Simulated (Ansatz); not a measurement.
Electronic density of states of amorphous Hf$_{18}$O$_{37}$Mg, density 8.82 g/cm³, on a 2×2×2 Γ-centred mesh with a Gaussian width of 0.1 eV; energies count from the Fermi level, whose place inside the gap is arbitrary. Cell and mesh are small, so fine structure isn't converged. Calculation: PBE, scalar-relativistic without spin-orbit coupling (plane waves to 420 eV, PAW; Ansatz, a program for electronic structure). Sampling: a 2×2×2 Γ-centred mesh; Fermi-Dirac width 0.02 eV; no spin polarisation. At PBE the levels at the filled edge of the gap are localised (band-tail or defect states).

A CHGNet melt-quench gave the starting glass, which DFT then relaxed. O atoms were pushed apart under 1.9 Å during the dynamics, to hinder bonds among them. The hot cell started wider than the set density and was brought back towards it in steps. It is the lowest in DFT energy of 2 quenches. It is a model cell: composition and starting density were chosen by hand, and all elements were melted together. No dispersion term was used. Its density started from a set value of 8.82 and ended at 8.82 g/cm³. The quench (nominally 380 K/ps over its main leg) was far faster than any real one, so the model tends to hold more defects than a real film. A cell of this size samples the disorder only roughly. The volume was held where the preparation left it and the shape relaxed, at a PBE pressure of 0.8 GPa. Stress components on the final sampling reach 0.9 GPa.

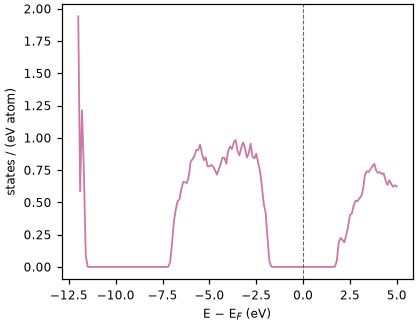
Density of states per atom

The level gap on this mesh is 3.77 eV; the broadening fills part of it in the curve.
